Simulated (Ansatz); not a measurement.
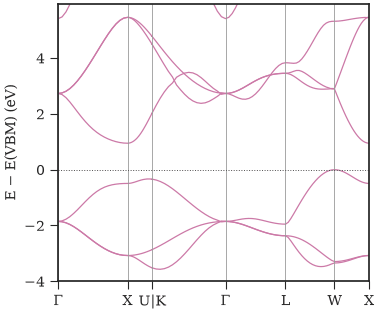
*Band structure from r²SCAN in the plane-wave PAW code Ansatz*

Question: Read off the gap and where the band edges lie.

Answer: About 0.9 eV (0.95 eV by a search for the band edges); maximum at W, minimum at X.

The material is PbS (zinc blende, F-43m).

A made-up cell: these elements were put on the sites of a structure type; neither database checked (COD, Materials Project) lists it. It is not the phase usual at ambient conditions (space group No. 225). Symmetry was held in the r²SCAN relaxation. At this level the phase is dynamically unstable (imaginary phonons). Scalar-relativistic: spin–orbit coupling is off unless named, which matters more the heavier the elements.

Potentials: the later of the program's two PAW sets.
